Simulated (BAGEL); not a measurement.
# singlet CH2N+: levels of theory compared

Aim: a comparison of 6 runs (HF/STO-3G, B3LYP/6-31G*, B3LYP/def2-TZVPP, PBE0/def2-TZVPP, RI-MP2/def2-TZVPP, FCI/STO-3G) of singlet CH2N+. 

The calculation is run with BAGEL 1.2.2.

2 further runs of the same task are left out: 1 that didn't finish, 1 set aside as unsound or not needed. Runs told in other sessions of the task aren't counted.

### 1 The system as given

CH2N+: 4 atoms, total charge +1, spin state singlet. As SMILES of the parent species, `C=[N]`. The shape is that of a GFN2-xTB optimisation. That shape belongs to the parent species and isn't relaxed for this state.

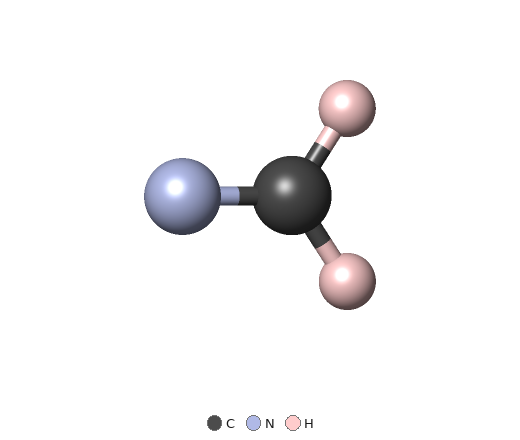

The structure, seen from a chosen angle (carbon dark grey, nitrogen light blue, hydrogen pink).

### 2 A single-point energy at HF/STO-3G (density fitting with qzvpp-jkfit) (run 1)

calc.json

```json
{ "bagel" : [

{
  "title" : "molecule",
  "basis" : "sto-3g",
  "df_basis" : "qzvpp-jkfit",
  "angstrom" : true,
  "geometry" : [
    { "atom" : "C", "xyz" : [       0.002710,       0.001910,      -0.000060 ] },
    { "atom" : "N", "xyz" : [       0.728320,       0.589110,       0.775720 ] },
    { "atom" : "H", "xyz" : [      -0.865040,       0.458820,      -0.492030 ] },
    { "atom" : "H", "xyz" : [       0.134020,      -1.049840,      -0.283630 ] }
  ]
},

{ "title" : "hf", "charge" : 1 },

{ "title" : "print", "file" : "orbitals.molden", "orbitals" : true }

]}
```

The run is started by

```bash
$ BAGEL_NUM_THREADS=1 BAGEL calc.json > calc.out
```

Log:

```text
* using 1 threads per process

  ===============================================================
  ===============================================================

  *** Geometry ***

  { "atom" : "C", "xyz" : [      0.005121,      0.003609,     -0.000113 ] },
  { "atom" : "N", "xyz" : [      1.376325,      1.113257,      1.465898 ] },
  { "atom" : "H", "xyz" : [     -1.634689,      0.867044,     -0.929802 ] },
  { "atom" : "H", "xyz" : [      0.253261,     -1.983910,     -0.535983 ] },

  Number of auxiliary basis functions:      188

  Since a DF basis is specified, we compute 2- and 3-index integrals:
    o Being stored without compression. Storage requirement is 0.000 GB

  Number of basis functions:       12
  Number of electrons      :       15

    * METHOD: MOLECULE                             0.02

  *** RHF ***

  === Nuclear Repulsion ===
    28.0211444629

      * DIIS with orbital gradients will be used.

  === RHF iteration (sto-3g) ===
      0        -91.86294990          0.02849823           0.00
      1        -91.89135161          0.01299625           0.00
      2        -91.89756978          0.00524524           0.00
      3        -91.89881186          0.00154793           0.00
      4        -91.89900087          0.00028302           0.00
      5        -91.89900971          0.00005907           0.00
      6        -91.89901009          0.00001002           0.00
      7        -91.89901010          0.00000096           0.00
      8        -91.89901010          0.00000029           0.00
      9        -91.89901010          0.00000003           0.00
     10        -91.89901010          0.00000001           0.00
     11        -91.89901010          0.00000001           0.00
    * SCF iteration converged.

    * Permanent dipole moment:
           (    0.625760,     0.505964,     0.664780) a.u.

    * METHOD: HF                                   0.04

    * METHOD: PRINT                                0.00

  ===============================================================
```

Run time: 0.18 s. Hardware: 1 thread of Arm Neoverse V1, shared host.

### 3 A single-point energy at B3LYP/6-31G(d) (density fitting with qzvpp-jkfit, spherical functions) (run 2)

input.json

```json
{ "bagel": [

{
  "title": "molecule",
  "basis": "6-31gs.json",
  "df_basis": "qzvpp-jkfit",
  "angstrom": true,
  "geometry": [
    { "atom": "C", "xyz": [       0.002710,       0.001910,      -0.000060 ] },
    { "atom": "N", "xyz": [       0.728320,       0.589110,       0.775720 ] },
    { "atom": "H", "xyz": [      -0.865040,       0.458820,      -0.492030 ] },
    { "atom": "H", "xyz": [       0.134020,      -1.049840,      -0.283630 ] }
  ]
},

{
  "title": "ks",
  "xc_func": "b3lyp",
  "charge": 1
},

{
  "title": "print",
  "file": "orbitals.molden",
  "orbitals": true
}

]}
```

The basis set 6-31G* is read from a file made from the Basis Set Exchange's data (not shown).

The run is started by

```bash
$ BAGEL_NUM_THREADS=1 BAGEL input.json > input.out
```

Log:

```text
* using 1 threads per process

  ===============================================================
  ===============================================================

  *** Geometry ***

  { "atom" : "C", "xyz" : [      0.005121,      0.003609,     -0.000113 ] },
  { "atom" : "N", "xyz" : [      1.376325,      1.113257,      1.465898 ] },
  { "atom" : "H", "xyz" : [     -1.634689,      0.867044,     -0.929802 ] },
  { "atom" : "H", "xyz" : [      0.253261,     -1.983910,     -0.535983 ] },

  Number of auxiliary basis functions:      188

  Since a DF basis is specified, we compute 2- and 3-index integrals:
    o Being stored without compression. Storage requirement is 0.002 GB

  Number of basis functions:       32
  Number of electrons      :       15

    * METHOD: MOLECULE                             0.03

  *** Kohn-Sham DFT ***

    * Removing 5282 points whose weight is below 1.00e-10
    * Grid points: 54342

  === Nuclear Repulsion ===
    28.0211444629

       - DIIS with orbital gradients will be used.

  === KS iteration (b3lyp / 6-31gs.json) ===
      0        -81.24471568          0.19164673           0.06
      1        -82.45571453          0.24065130           0.05
      2        -80.81084318          0.22208125           0.04
      3        -92.10939606          0.12865593           0.04
      4        -93.44973879          0.04348586           0.04
      5        -93.33640388          0.06153078           0.04
      6        -93.38718426          0.05573819           0.04
      7        -93.57488798          0.01643356           0.04
      8        -93.59137085          0.00063604           0.04
      9        -93.59139523          0.00017361           0.04
     10        -93.59139733          0.00002490           0.04
     11        -93.59139738          0.00000323           0.04
     12        -93.59139738          0.00000082           0.04
     13        -93.59139738          0.00000019           0.04
     14        -93.59139738          0.00000003           0.04
     15        -93.59139738          0.00000001           0.04
    * SCF iteration converged.

    * Permanent dipole moment:
           (    0.707531,     0.572060,     0.751486) a.u.

    * METHOD: KS                                   0.80

    * METHOD: PRINT                                0.00

  ===============================================================
```

Run time: 0.97 s. Hardware: 1 thread of Arm Neoverse V1, shared host.

Runs 3 to 5 aren't shown in full; the table further down has their settings and results.

### 4 The energy at FCI/STO-3G (density fitting with qzvpp-jkfit) (run 6)

input.json

```json
{ "bagel" : [

{
  "title" : "molecule",
  "basis" : "sto-3g",
  "df_basis" : "qzvpp-jkfit",
  "angstrom" : "true",
  "geometry" : [
    { "atom" : "C", "xyz" : [       0.002710,       0.001910,      -0.000060 ] },
    { "atom" : "N", "xyz" : [       0.728320,       0.589110,       0.775720 ] },
    { "atom" : "H", "xyz" : [      -0.865040,       0.458820,      -0.492030 ] },
    { "atom" : "H", "xyz" : [       0.134020,      -1.049840,      -0.283630 ] }
  ]
},

{ "title" : "hf", "charge" : 1 },

{ "title" : "fci", "nstate" : 1, "charge" : 1, "ncore" : 2 }

]}
```

The run is started by

```bash
$ BAGEL_NUM_THREADS=1 BAGEL input.json > input.out
```

Log:

```text
* using 1 threads per process

  ===============================================================
  ===============================================================

  *** Geometry ***

  { "atom" : "C", "xyz" : [      0.005121,      0.003609,     -0.000113 ] },
  { "atom" : "N", "xyz" : [      1.376325,      1.113257,      1.465898 ] },
  { "atom" : "H", "xyz" : [     -1.634689,      0.867044,     -0.929802 ] },
  { "atom" : "H", "xyz" : [      0.253261,     -1.983910,     -0.535983 ] },

  Number of auxiliary basis functions:      188

  Since a DF basis is specified, we compute 2- and 3-index integrals:
    o Being stored without compression. Storage requirement is 0.000 GB

  Number of basis functions:       12
  Number of electrons      :       15

    * METHOD: MOLECULE                             0.03

  *** RHF ***

  === Nuclear Repulsion ===
    28.0211444629

      * DIIS with orbital gradients will be used.

  === RHF iteration (sto-3g) ===
      0        -91.86294990          0.02849823           0.00
      1        -91.89135161          0.01299625           0.00
      2        -91.89756978          0.00524524           0.00
      3        -91.89881186          0.00154793           0.00
      4        -91.89900087          0.00028302           0.00
      5        -91.89900971          0.00005907           0.00
      6        -91.89901009          0.00001002           0.00
      7        -91.89901010          0.00000096           0.00
      8        -91.89901010          0.00000029           0.00
      9        -91.89901010          0.00000003           0.00
     10        -91.89901010          0.00000001           0.00
     11        -91.89901010          0.00000001           0.00
    * SCF iteration converged.

    * Permanent dipole moment:
           (    0.625760,     0.505964,     0.664780) a.u.

    * METHOD: HF                                   0.04

  ---------------------------
        FCI calculation
  ---------------------------

  Performs exactly the same way as Knowles & Handy 1984 CPL

  o alpha-beta strings
      length:           504
  o size of the space
      determinant space:  63504
      spin-adapted space: 19404

  o single displacement lists (alpha)
      length:          7560
  o single displacement lists (beta)
      length:          7560

     guess   0:   closed 11111.....           open ..........

  === FCI iteration ===

      0  0       -91.89901010     2.00e-03      0.06
      1  0       -92.01864598     9.15e-04      0.06
      2  0       -92.04139386     4.26e-04      0.06
      3  0       -92.04572822     2.01e-04      0.06
      4  0       -92.04675454     9.10e-05      0.06
      5  0       -92.04699195     4.01e-05      0.06
      6  0       -92.04703362     1.64e-05      0.06
      7  0       -92.04703950     7.02e-06      0.06
      8  0       -92.04704039     3.15e-06      0.06
      9  0       -92.04704056     1.16e-06      0.06
     10  0       -92.04704058     4.40e-07      0.06
     11  0       -92.04704059     1.74e-07      0.06
     12  0       -92.04704059     6.51e-08      0.06
     13  0       -92.04704059     2.44e-08      0.06
     14  0       -92.04704059     9.80e-09      0.06
     15  0       -92.04704059     3.64e-09      0.06
     16  0       -92.04704059     1.48e-09      0.06
     17  0       -92.04704059     6.19e-10      0.06
     18  0       -92.04704059     2.56e-10      0.06
     19  0       -92.04704059     1.03e-10      0.06
    ** throwing out 1 trial vectors **
     20  0 *     -92.04704059     4.06e-11      0.06

     * ci vector, state   0, <S^2> = -0.0000
       22222.....     0.9375289855
       2222..2...    -0.1505275384
       222.22....    -0.0873062412
       22b22a....    -0.0743557041
       22a22b....    -0.0743557041
       22.222....    -0.0713016698
       22b2aab...    -0.0697442183
       22a2bba...    -0.0697442183
       2222b.a...     0.0599203116
       2222a.b...     0.0599203116
       22b2baa...     0.0536327010
       22a2abb...     0.0536327010

    * METHOD: FCI                                  1.32

  ===============================================================
```

Run time: 1.5 s. Hardware: 1 thread of Arm Neoverse V1, shared host.

### 5 Overview of the runs

```csv
run,level,frozen core orbitals,number of roots,energy (Eh),HOMO energy (eV),LUMO energy (eV),HOMO–LUMO gap (eV),wall time
1,HF/STO-3G (density fitting with qzvpp-jkfit),–,–,-91.899010,-23.39,-7.32,16.07,0.18 s
2,"B3LYP/6-31G* (density fitting with qzvpp-jkfit, spherical functions)",–,–,-93.591397,-19.33,-13.81,5.52,0.97 s
3,B3LYP/def2-TZVPP (density fitting with qzvpp-jkfit),–,–,-93.631205,-19.36,-13.82,5.54,2.3 s
4,PBE0/def2-TZVPP (density fitting with qzvpp-jkfit),–,–,-93.511379,-19.63,-13.52,6.11,2.2 s
5,RI-MP2/def2-TZVPP (density fitting with qzvpp-jkfit),2,–,-93.393239,–,–,–,0.38 s
6,FCI/STO-3G (density fitting with qzvpp-jkfit),2,1,-92.047041,–,–,–,1.5 s
```

### 6 What came out

```
           quantity         value
run 6: total energy  -92.04704 Eh
```

Against full CI in this basis: HF +148.0 mEh. Over runs 1, 2, 3, 4 the HOMO–LUMO gap runs from 5.52 eV (B3LYP/6-31G*) to 16.07 eV (HF/STO-3G). The two ends differ in method and basis. Totals of different functionals can't be ranked against each other. In runs 1, 6 the basis is minimal, so the values are rough. All runs together took 7.6 s, the longest 2.3 s.
